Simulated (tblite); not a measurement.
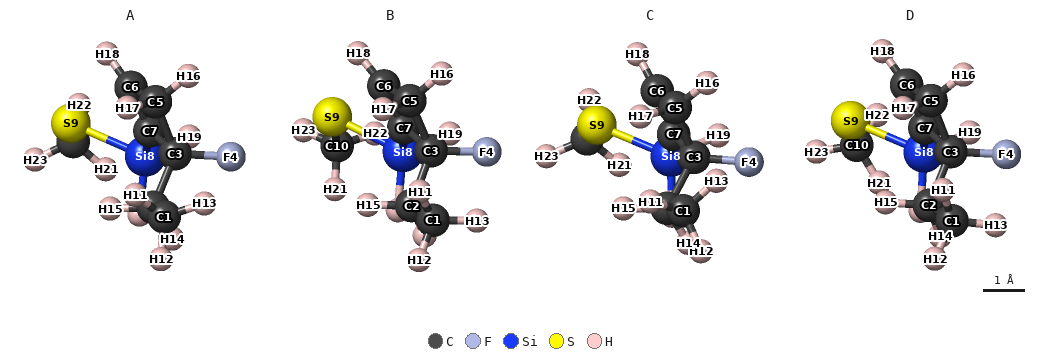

4 geometries from one relaxation of C7H13FSSi, in shuffled order. Style: ball-and-stick. Shown from a free direction.

These are results of GFN2-xTB geometry optimisation, gas phase (tblite 0.8.0), not measurements. 

**Put them in the order of the run, from the start to the converged end.**

C, A, D, B. They are steps 0, 41, 95, 175, at +99.0 kJ/mol, +8.16 kJ/mol, +2.43 kJ/mol relative to the last. Over 175 geometry steps the energy falls by 99.0 kJ/mol. The atom that moves furthest after the best rigid fit is an H atom (1.41 Å). Largest moves by element: H 1.41 Å, C 0.38 Å, F 0.33 Å, S 0.24 Å, Si 0.23 Å. Among the contacts that change: C–C 1.416 → 1.518 Å, C–C 1.499 → 1.552 Å, C–C 1.449 → 1.501 Å, C–H 1.134 → 1.087 Å. Bond angles that change, for instance: Si–S–C 112.8° → 99.1°, H–C–H 115.8° → 108.2°, C–C–C 105.4° → 112.2°. Groups turn about C–S by about 55°, C–C by about 45°. The run took 1.9 s on 1 thread of Arm Neoverse V2 (shared host).
